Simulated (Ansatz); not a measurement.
The cell of LiPbF3 (Pm-3m). Source of the atomic positions: the geometry relaxed with DFT PBE, scalar-relativistic, plane waves, PAW (Ansatz); the starting structure was generated, so it need not be a known form of this composition.

```
Li Pb F
1.0
     3.93040    0.00000    0.00000
     0.00000    3.93040    0.00000
     0.00000    0.00000    3.93040
Li Pb F
1 1 3
Direct
  0.00000 0.00000 0.00000
  0.50000 0.50000 0.50000
  0.50000 0.00000 0.00000
  0.00000 0.50000 0.00000
  0.00000 0.00000 0.50000
```

Bond valence s = exp((R0 − d)/b), R0 fitted to published crystal structures with b = 0.37 Å, summed over all anions within 5 Å; R0 in Å: Li+–F 1.348; Pb2+–F 2.042.

> Calculate the bond-valence sums (anions within 5 Å).

```csv
site,"x, y, z",formal valence,bond-valence sum,difference
Li1,"0.000, 0.000, 0.000",+1,1.14,0.14
Pb1,"0.500, 0.500, 0.500",+2,1.65,-0.35
F1,"0.500, 0.000, 0.000",−1,0.93,-0.07
```

The global instability index (root mean square of the differences over all atoms) is 0.18 v.u.: moderate strain, common in real structures. Cells relaxed with PBE tend to have slightly long bonds, which lowers the sums.

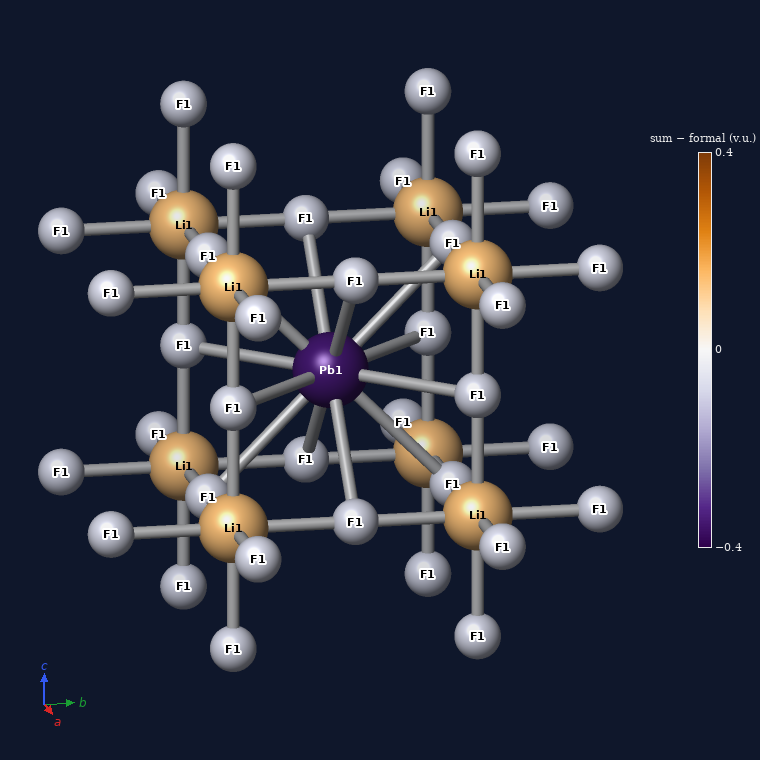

Atoms coloured by sum less the size of the formal valence, view slightly off an axis.
